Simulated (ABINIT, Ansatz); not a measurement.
# LiBeI3 (Pm-3m): zone-centre phonons

Wanted: the vibrations of LiBeI3 (Pm-3m) at Γ, by two programs.

Program: ABINIT 10.8.3. Level of theory: DFT PBEsol, scalar-relativistic, plane waves, PseudoDojo norm-conserving pseudopotentials. Results are calculated unless marked as measured.

The structure was built from a prototype and need not be the compound's stable phase.

## 1. The starting structure

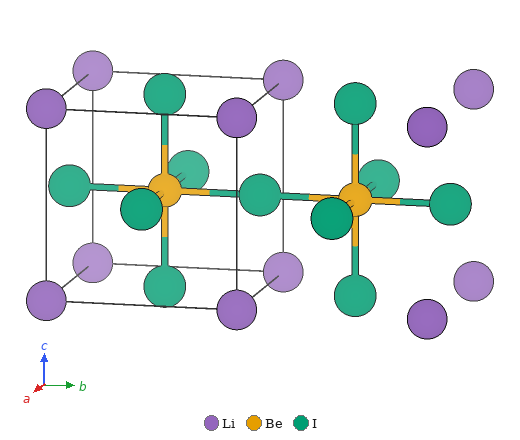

Start, viewed slightly off an axis; lithium purple, beryllium orange, iodine teal. 1×2×1 cells are drawn. Some periodic images of atoms are drawn too.

## 2. Relaxing the cell and atoms

The harmonic expansion needs vanishing forces, and a free crystal bears no stress, so cell and atoms are brought to rest. Stress is more sensitive to the basis than forces are: the last 3 Ha under the cutoff are smoothed with ecutsm, and the cutoff is raised above that of the later runs.

The starting cell comes from a relaxation made beforehand in Ansatz (PBEsol, PseudoDojo NC).

relax.abi

```
# relaxation
ionmov 2
optcell 2
dilatmx 1.08
ntime 40
tolmxf 1.0d-05
tolvrs 1.0d-14
prtwf 0
prtden 0
chksymtnons 0

# basis, mesh and filling
ecut 47.0
ecutsm 3.0
ngkpt 4 4 4
nshiftk 1
shiftk 0.0 0.0 0.0
istwfk *1
occopt 7
tsmear 0.01
nband 21
nstep 100
diemac 1000000.0
prtebands 0
prtgsr 0
useylm 1

# cell and atoms
acell 3*1.0 Angstrom
rprim 
    5.329974849 0.0 0.0
    0.0 5.329974849 0.0
    0.0 0.0 5.329974849
ntypat 3
znucl 3 4 53
natom 5
typat 1 2 3 3 3
xred 
    0.0 0.0 0.0
    0.5 0.5 0.5
    0.5 0.5 0.0
    0.5 0.0 0.5
    0.0 0.5 0.5
pp_dirpath "./pseudo"
pseudos "Li.upf, Be.upf, I.upf"
```

Started as:

```sh
$ OMP_NUM_THREADS=1 mpirun -n 4 abinit relax.abi > relax.log
```

Numbers of over 12 decimals in the logs are rounded to 6 here.

relax.abo, the main output file:

```text
[banners, grids, parts of the stress and lines that vanish by symmetry left out]
- input  file    -> relax.abi
- output file    -> relax.abo
- root for input  files -> relaxi
[...]
Symmetries : space group Pm -3 m (#221); Bravais cP (primitive cubic)
[...]
mpw =       19882          nfft =      373248          nkpt =          10
[...]
== DATASET  1 ==================================================================
[...]
cutoff_energies: {ecut:  47.0, pawecutdg:  -1.0, }
[...]
ETOT  1  -59.929460843090    -5.993E+01 8.193E-02 1.607E+02
 ETOT  2  -59.954698371831    -2.524E-02 1.590E-03 8.708E+00
 ETOT  3  -59.954871397906    -1.730E-04 2.325E-03 1.753E+00
 ETOT  4  -59.954891964275    -2.057E-05 1.645E-03 4.289E-01
 ETOT  5  -59.954897967639    -6.003E-06 3.487E-04 3.273E-02
[...]
At SCF step   13       vres2   =  4.14E-16 < tolvrs=  1.00E-14 =>converged.
[...]
sigma(1 1)= -4.06547975E-06  sigma(3 2)=  0.00000000E+00
  sigma(2 2)= -4.06547975E-06  sigma(3 1)=  0.00000000E+00
  sigma(3 3)= -4.06547975E-06  sigma(2 1)=  0.00000000E+00
[...]
convergence: {deltae: -1.036E-11, res2:  4.138E-16, residm:  2.009E-05, diffor: null, }
etotal    :  -5.99548985E+01
[...]
ETOT  1  -59.954899068455    -5.995E+01 1.566E-05 2.718E-02
[...]
At SCF step   11       vres2   =  2.38E-16 < tolvrs=  1.00E-14 =>converged.
[...]
sigma(1 1)= -3.71164043E-06  sigma(3 2)=  0.00000000E+00
  sigma(2 2)= -3.71164043E-06  sigma(3 1)=  0.00000000E+00
  sigma(3 3)= -3.71164043E-06  sigma(2 1)=  0.00000000E+00
[...]
convergence: {deltae: -1.293E-12, res2:  2.378E-16, residm:  1.748E-06, diffor: null, }
etotal    :  -5.99549000E+01
[...]
ETOT  1  -59.954807864068    -5.995E+01 1.340E-06 2.978E+00
[...]
ETOT 11  -59.954907317573     9.294E-12 7.612E-08 3.208E-14
 ETOT 12  -59.954907317581    -7.468E-12 4.345E-08 1.894E-16
 At SCF step   12       vres2   =  1.89E-16 < tolvrs=  1.00E-14 =>converged.
[...]
sigma(1 1)= -1.98669948E-08  sigma(3 2)=  0.00000000E+00
  sigma(2 2)= -1.98669948E-08  sigma(3 1)=  0.00000000E+00
  sigma(3 3)= -1.98669948E-08  sigma(2 1)=  0.00000000E+00
[...]
convergence: {deltae: -7.468E-12, res2:  1.894E-16, residm:  4.345E-08, diffor: null, }
etotal    :  -5.99549073E+01
[...]
At Broyd/MD step   3, gradients are converged :
[...]
sigma(1 1)= -1.98669948E-08  sigma(3 2)=  0.00000000E+00
  sigma(2 2)= -1.98669948E-08  sigma(3 1)=  0.00000000E+00
  sigma(3 3)= -1.98669948E-08  sigma(2 1)=  0.00000000E+00
[...]
- sigma(1 1)= -5.84507168E-04  sigma(3 2)=  0.00000000E+00
- sigma(2 2)= -5.84507168E-04  sigma(3 1)=  0.00000000E+00
- sigma(3 3)= -5.84507168E-04  sigma(2 1)=  0.00000000E+00
[...]
fcart     -0.0000000000E+00 -0.0000000000E+00 -0.0000000000E+00
           strten     -1.9866994832E-08 -1.9866994831E-08 -1.9866994834E-08
================================================================================

[key lines of the parts left out:]
pressure_GPa:   5.8451E-04
Total energy (etotal) [Ha]= -5.99549073175810E+01
```

It took 3.6 min on 4 MPI ranks of Intel Xeon at 2.70GHz, shared host; 14 min of CPU time.

Step by step:

| step | energy less that of the first step (eV) | largest force (eV/Å) | volume (Å³) |
| --- | --- | --- | --- |
| 1 | 0.0000 | 0.0000 | 151.42 |
| 2 | 0.0000 | 0.0000 | 151.47 |
| 3 | -0.0002 | 0.0000 | 152.06 |

| conventional cell, symmetrised | before | after | change |
| --- | --- | --- | --- |
| a (Å) | 5.330 | 5.337 | +0.1 % |
| b (Å) | 5.330 | 5.337 | +0.1 % |
| c (Å) | 5.330 | 5.337 | +0.1 % |
| volume (Å³/atom) | 30.28 | 30.41 | +0.4 % |

The relaxed structure:

```xyz
5
Lattice="5.3375 0.0000 0.0000 0.0000 5.3375 0.0000 0.0000 0.0000 5.3375" Properties=species:S:1:pos:R:3 pbc="T T T"
Li    0.0000    0.0000    0.0000
Be    2.6687    2.6687    2.6687
I     2.6687    2.6687    0.0000
I     2.6687    0.0000    2.6687
I     0.0000    2.6687    2.6687
```

Read from the output:

```yaml
volume_per_atom: 30.41 Å³
pressure: 5.85e-4 GPa
gap_on_the_k_mesh: 0 eV
```

The volume changes by +0.4 % from the cell with which this run began.

## 3. Self-consistent run for the response

The response is built on these wavefunctions, so the potential is converged far more tightly than an energy would need. Occupations are smeared.

gs.abi

```
# ground state
tolvrs 1.0d-16
prtden 1
prtwf 1

# basis, mesh and filling
ecut 38.0
ngkpt 4 4 4
nshiftk 1
shiftk 0.0 0.0 0.0
istwfk *1
occopt 7
tsmear 0.01
nband 21
nstep 100
diemac 1000000.0
prtebands 0
prtgsr 0
useylm 1

# cell and atoms
acell 3*1.0 Angstrom
rprim 
    5.337472658 0.0 0.0
    0.0 5.337472658 0.0
    0.0 0.0 5.337472658
ntypat 3
znucl 3 4 53
natom 5
typat 1 2 3 3 3
xred 
    0.0 0.0 0.0
    0.5 0.5 0.5
    0.5 0.5 0.0
    0.5 0.0 0.5
    0.0 0.5 0.5
pp_dirpath "./pseudo"
pseudos "Li.upf, Be.upf, I.upf"
```

Started as:

```sh
$ OMP_NUM_THREADS=1 mpirun -n 4 abinit gs.abi > gs.log
```

gs.abo, the main output file:

```text
[banners, grids, parts of the stress and lines that vanish by symmetry left out]
- input  file    -> gs.abi
- output file    -> gs.abo
- root for input  files -> gsi
[...]
Symmetries : space group Pm -3 m (#221); Bravais cP (primitive cubic)
[...]
mpw =       11536          nfft =      216000          nkpt =          10
[...]
== DATASET  1 ==================================================================
[...]
cutoff_energies: {ecut:  38.0, pawecutdg:  -1.0, }
[...]
ETOT  1  -59.925252201747    -5.993E+01 1.086E-01 9.204E+01
 ETOT  2  -59.954443427089    -2.919E-02 2.636E-03 5.063E+00
 ETOT  3  -59.954608221096    -1.648E-04 1.533E-03 1.069E+00
 ETOT  4  -59.954629711521    -2.149E-05 2.733E-04 2.591E-01
 ETOT  5  -59.954635959209    -6.248E-06 1.946E-04 2.047E-02
[...]
ETOT 13  -59.954636585831     3.233E-12 5.884E-06 1.127E-15
 ETOT 14  -59.954636585829     1.691E-12 5.789E-06 4.341E-18
 At SCF step   14       vres2   =  4.34E-18 < tolvrs=  1.00E-16 =>converged.
[...]
sigma(1 1)=  2.94584177E-06  sigma(3 2)=  0.00000000E+00
  sigma(2 2)=  2.94584177E-06  sigma(3 1)=  0.00000000E+00
  sigma(3 3)=  2.94584177E-06  sigma(2 1)=  0.00000000E+00
[...]
convergence: {deltae:  1.691E-12, res2:  4.341E-18, residm:  5.789E-06, diffor: null, }
etotal    :  -5.99546366E+01
[...]
sigma(1 1)=  2.94584177E-06  sigma(3 2)=  0.00000000E+00
  sigma(2 2)=  2.94584177E-06  sigma(3 1)=  0.00000000E+00
  sigma(3 3)=  2.94584177E-06  sigma(2 1)=  0.00000000E+00
[...]
- sigma(1 1)=  8.66696570E-02  sigma(3 2)=  0.00000000E+00
- sigma(2 2)=  8.66696570E-02  sigma(3 1)=  0.00000000E+00
- sigma(3 3)=  8.66696570E-02  sigma(2 1)=  0.00000000E+00
[...]
fcart     -0.0000000000E+00 -0.0000000000E+00 -0.0000000000E+00
           strten      2.9458417670E-06  2.9458417670E-06  2.9458417670E-06
================================================================================

[key lines of the parts left out:]
pressure_GPa:  -8.6670E-02
```

Run time: 56 s. Hardware: 4 MPI ranks.

Read from the output:

```yaml
pressure: -0.08667 GPa
```

The cell stands at -0.087 GPa, close enough for phonons.

(Part 1 of 4 ends here.)

[Host names and launcher messages were left out of these logs when they were recorded.]

[Logs are printed without paths, hosts, clocks, repeated set-up lines and the standing remarks that a program may print on its own settings, such as how far it seeks lower states.]

[Hosts, paths, dates, database ids (printed as entryN), source tags and the programs' standing remarks are cut or masked in the printed files.]
